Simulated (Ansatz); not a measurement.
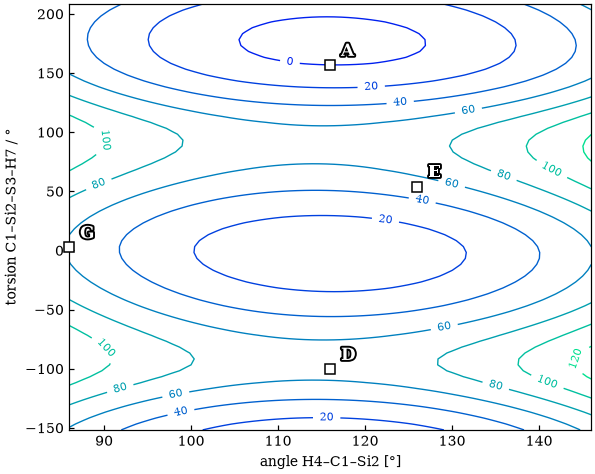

CH₄SSi, SMILES C[Si]S. Two internal coordinates are moved rigidly from the geometry relaxed at PBE0-D4/def2-TZVP, all others fixed. Coordinates scanned: (1) angle H4–C1–Si2; (2) torsion C1–Si2–S3–H7. The grid has 7 × 7 points. Points are written as (first, second). All energies are given in kJ/mol relative to the lowest grid point. Theory: RKS PBE-D4/def2-TZVPP (Ansatz).

Drawn: contour lines labelled in kJ/mol, lettered points. Between grid points the surface is interpolated.

Question: Is E the lowest point of the computed grid?

Answer: No. E lies 51 kJ/mol above the lowest grid point, which is at (116°, 157°).

Question: What kind of point is each of A, D, E: minimum, saddle, maximum or slope?

Answer: A: minimum; D: saddle point; E: on a slope. (In these two coordinates alone; a stationary point may lie a little off the grid point.)
